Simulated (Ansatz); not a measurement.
# Bismuth, diamond: r²SCAN0 after r²SCAN

How do the levels change when part of the exchange is made exact, and what does it cost? Spin polarisation is left out. The cell comes from an earlier r²SCAN relaxation. Exact exchange is dear, so the k-mesh is coarse, and r²SCAN is run on the same mesh for comparison.

Program: Ansatz 0.2.0. Level of theory: DFT, plane waves (500 eV) with PBE-made PAW files, scalar-relativistic; functionals as named at each step. These are calculated values, not measurements.

### 1 Starting point

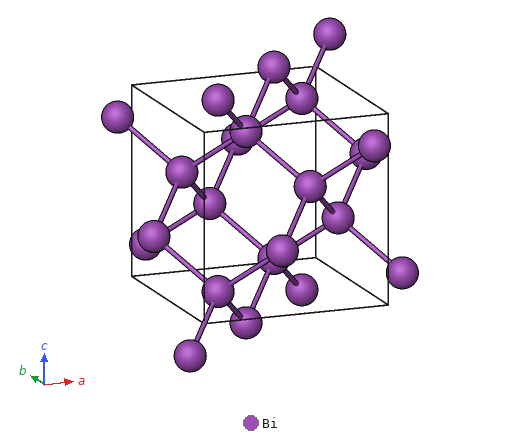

The structure, seen slightly off an axis (bismuth purple). The conventional cell is drawn; the run uses a primitive one. Any atoms on the faces are drawn again on the opposite ones, and bonded neighbours outside are added.

Coordinates:

```cif
data_structure
_symmetry_space_group_name_H-M 'P 1'
_symmetry_Int_Tables_number 1
_cell_length_a 5.1170
_cell_length_b 5.1170
_cell_length_c 5.1170
_cell_angle_alpha 60.000
_cell_angle_beta 60.000
_cell_angle_gamma 60.000
_cell_volume 94.74
loop_
_atom_site_label
_atom_site_type_symbol
_atom_site_fract_x
_atom_site_fract_y
_atom_site_fract_z
_atom_site_occupancy
Bi1 Bi 0.12500 0.12500 0.12500 1
Bi2 Bi 0.87500 0.87500 0.87500 1
```

### 2 r²SCAN, coarse mesh

The run with r²SCAN.

File input.yaml:

```yaml
crystal:
  lattice:
    - [0.0, 3.6182837674, 3.6182837674]
    - [3.6182837674, 0.0, 3.6182837674]
    - [3.6182837674, 3.6182837674, 0.0]
  atoms:
    - { symbol: Bi, position: [0.125, 0.125, 0.125] }
    - { symbol: Bi, position: [0.875, 0.875, 0.875] }
hamiltonian:
  xc: r2scan
  pseudopotentials:
    kind: paw
    azcp:
      Bi: "pseudopotentials/Bi.paw.azcp"
basis:
  ecutwfc: 500
  fft_grid_basis: typed
kpoints:
  mp_grid: { grid: [4, 4, 4], shift: [0, 0, 0] }
magnetization:
  spin_polarized: false
scf:
  occupations: { method: fermi_dirac, width: 0.1 }
```

Run with:

```sh
$ ansatz run input.yaml --threads 4 --pin off --max-ram 8192MiB --backend cpu --events-out ev --progress --plain --runs-dir out
```

The log of the run, cut to the lines that bear on the results:

```text
Warning: RAYON_NUM_THREADS=4 ignored (pool sized by the plan → 4); use --threads N
[...]
Pseudopotentials: kind: paw
Pseudopotential: Bi, paw, valence charge 15, recommended cutoff 500 eV (meta_gga), <dir>
Functional definition: r2SCAN
[...]
Crystal: 2 atoms, lattice volume = 94.741 Å³
Basis set: ecut = 500 eV, 2421 PW (Γ), exchange–correlation on 160×160×160 points (64 copies of the dense FFT grid, shifted against one another)
Bands: 19, of which v1, the nominal top of the filled ones, is band 15 counted from 1 (14 counted from 0)
Symmetry: 48 space group operations
Space group: Fd-3m (ITA 227), of the structure as read, at distance tolerance 4.6e-5 Å
k-points: 8 of 64
[...]
SCF iter   1: F=—  HF=-24821.728215 eV  |F-HF|=—  |Δ(HF+E_count)|=         —  Δρ=2.75e-3  dr2=3.74e-3  dr2_τ=6.17e-4  ethr=1.77e-3  ⟨swp⟩=6.1  Hψ=746  notcnv=0
[...]
SCF iter   6: F=-24821.732563 eV  HF=-24821.732563 eV  |F-HF|=5.31e-10  |Δ(HF+E_count)|=   3.82e-8  Δρ=1.28e-6  dr2=4.41e-10  dr2_τ=4.77e-11  ethr=1.23e-10  ⟨swp⟩=1.0  Hψ=377  notcnv=0
[...]
SCF converged after 6 iterations
Free energy (F): -24821.732563 eV
[...]
E sigma→0 (E₀):  -24821.723660 eV
Entropy (-TS):   -0.017807 eV (-8.903 meV/atom)
Fermi energy:    6.059358 eV
[...]
```

It took 0.91 s on 4 threads of Arm Neoverse V1, shared host; peak memory 0.52 GiB.

### 3 r²SCAN0 on the coarse mesh

The run with r²SCAN0.

input.yaml, as its differences from that of step 2:

```diff
@@ -9,3 +9,3 @@
 hamiltonian:
-  xc: r2scan
+  xc: r2scan0
   pseudopotentials:
@@ -23 +23,6 @@
   occupations: { method: fermi_dirac, width: 0.1 }
+output:
+  write_density: true
+  write_potential: true
+  elf: true
+  volumetric_format: npy
```

Run with:

```sh
$ ansatz run input.yaml --threads 4 --pin off --max-ram 8192MiB --backend cpu --events-out ev --progress --plain --runs-dir out
```

The log of the run, cut to the lines that bear on the results:

```text
Warning: RAYON_NUM_THREADS=4 ignored (pool sized by the plan → 4); use --threads N
[...]
[... 2 set-up lines as earlier in the session ...]
Functional definition: r2SCAN0
[...]
Crystal: 2 atoms, lattice volume = 94.741 Å³
Basis set: ecut = 500 eV, 2421 PW (Γ), exchange–correlation on 160×160×160 points (64 copies of the dense FFT grid, shifted against one another)
Bands: 19, of which v1, the nominal top of the filled ones, is band 15 counted from 1 (14 counted from 0)
[... 2 set-up lines as earlier in the session ...]
k-points: 8 of 64
[...]
SCF iter   1: F=—  HF=-24821.726201 eV  |F-HF|=—  |Δ(HF+E_count)|=         —  Δρ=2.55e-3  dr2=2.99e-3  dr2_τ=6.37e-4  ethr=1.77e-3  ⟨swp⟩=11.1  Hψ=664  notcnv=0
[...]
Frozen-core exchange: fock
[...]
hybrid outer 2: dexx = +3.522e-7 eV, tail = 3.24e-8 eV, Δε = 8.35e-4 eV (about 5.28e-5 eV left of the loop's levels)
hybrid SCF converged: 2 outer / 9 inner (+7 warm-up), last move |dexx| = 3.52e-7 eV, tail = 3.24e-8 eV
Stability not checked: this state was not tested for a lower state beside it, because the functional holds exact exchange (a hybrid, or Hartree-Fock), whose exchange loop this test does not read (fock_operator; see scf.lower_state_search)
Free energy (F): -24816.636657 eV
Frozen-core exchange: fock
[...]
E sigma→0 (E₀):  -24816.630022 eV
Entropy (-TS):   -0.013269 eV (-6.635 meV/atom)
Fermi energy:    6.030957 eV
[...]
--- Band table (eV; the first three rows and the last of 8) ---
  k-point 0: bands = ["-19.9219", "-19.9219", "-19.9219", "-19.8736", "-19.8736", "-19.6775", "-19.6775", "-19.6739", "-19.6739", "-19.6739", "-8.6325", "-2.8943", "4.0155", "4.0155", "4.0155", "7.3782", "7.3782"]
[...]
  guard bands above this table: 2 of the run's 19 bands. The solve was not asked for them (output.publish_guard_bands: true or output.eigenvalues: true publishes all)
```

It took 8.3 s on 4 threads of Arm Neoverse V1, shared host; peak memory 1.5 GiB.

The maps below are laid out on this run's own conventional cell (a, b, c = 7.237, 7.237, 7.237 Å).

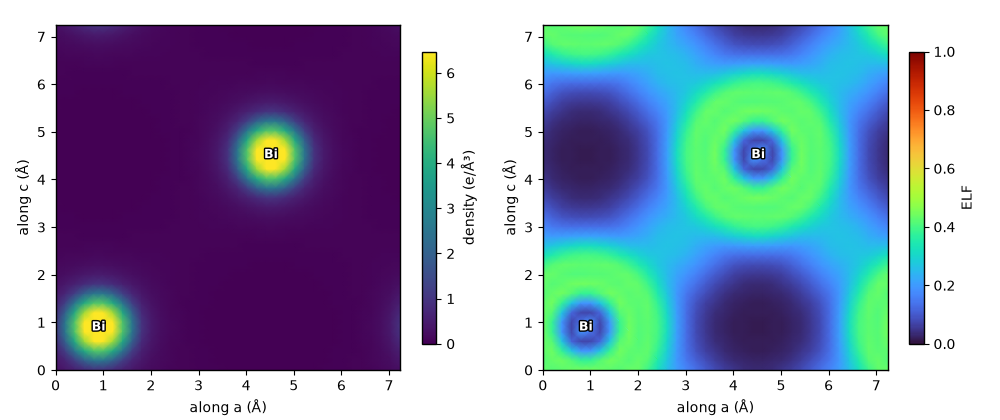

Density (left) and ELF (right) in a lattice plane of the grid's cell (edges 7.24 and 7.24 Å, at 0.125 of the third edge), which holds Bi. Only atoms in the plane are labelled; the density scale stops at 6.47 e/Å³. Both are smooth fields of the valence electrons: close to the nuclei they are not physical.

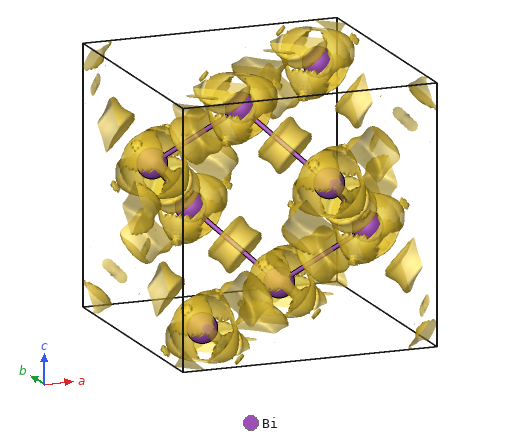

Surface of ELF = 0.44, drawn in one cell.

Outside the cores ELF peaks at 0.50 on the Bi–Bi line, 1.6 Å from Bi.

### 4 Side by side

| functional | gap on the mesh | Fermi energy (eV) | SCF cycles | exchange loops | CPU time |
| --- | --- | --- | --- | --- | --- |
| r²SCAN | none (levels filled in part) | 6.059 | 6 | - | 2.9 s |
| r²SCAN0 | none (levels filled in part) | 6.031 | 16 | 2 | 27 s |

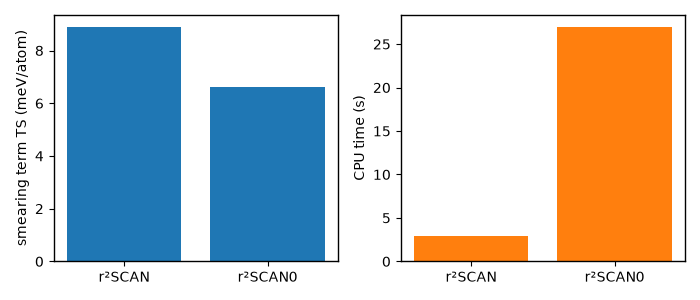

Smearing term and CPU time by functional.

### 5 What came out

| quantity | value |
| --- | --- |
| r²SCAN: gap | none (levels filled in part) |
| r²SCAN0: gap | none (levels filled in part) |
| r²SCAN0: SCF cycles, exchange loops | 16, 2 |
| r²SCAN0: CPU time over that of r²SCAN | 9.4 |
| r²SCAN0: relative to A7 rhombohedral | +278 meV/atom |

What this shows: Both r²SCAN and r²SCAN0 leave levels filled in part. The hybrid took 9.4 times as much CPU time as r²SCAN on the same settings. The exchange operator of r²SCAN0 was renewed in 2 outer loops. To compare with dense-mesh energies, the change of r²SCAN from this mesh and smearing to its dense run (+49.6 meV/atom, from a run not shown) is added. Under r²SCAN0 it lies 278 meV/atom above A7 rhombohedral (computed apart in the same way); on such meshes a few tens of meV are uncertain for metals. The total energies in the logs cannot be compared from one functional to another.
